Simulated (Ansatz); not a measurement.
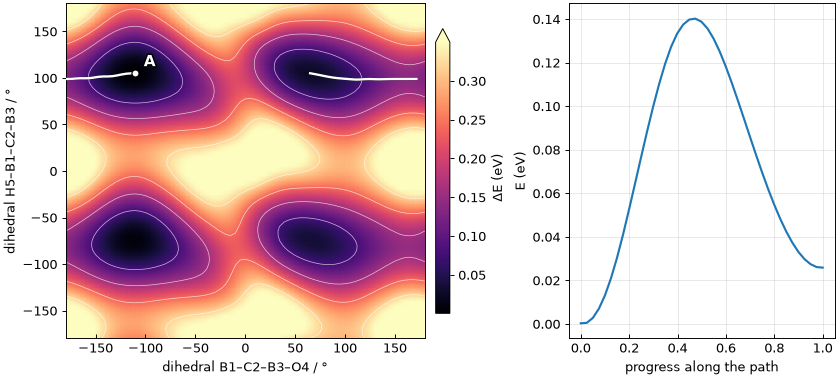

CH6B2O, SMILES BCBO. 
- First axis: dihedral B1–C2–B3–O4. Second axis: dihedral H5–B1–C2–B3.
- Nothing is relaxed (all other coordinates rigid).
- The scan uses a 15 × 15 grid.
- Points are written as (first, second).
- Energies: eV, counted from the relaxed molecule at the same level.
- All numbers below come from Ansatz, RKS CAM-B3LYP-D4/def2-SVP.

Drawn: a smooth colour map with a few white contour lines, a line along the lowest path, one colour for all values above the top of the scale, the energy along the path at the right, the start A. Between grid points the surface is interpolated.

> Describe the path and its barrier.

The easiest path leads from the well at (−108°, 108°) to the well at about (65°, 105°), about 0.026 eV higher (on a rigid scan; wells that are mirror images or exchange like atoms can differ by this much). Its highest point lies about 0.14 eV above the bottom of the first well on the interpolated surface, at about (160°, 100°). Seen from the upper well the barrier is about 0.11 eV. The start is the relaxed structure and all else is held, so a fully relaxed path at this level can only be lower.
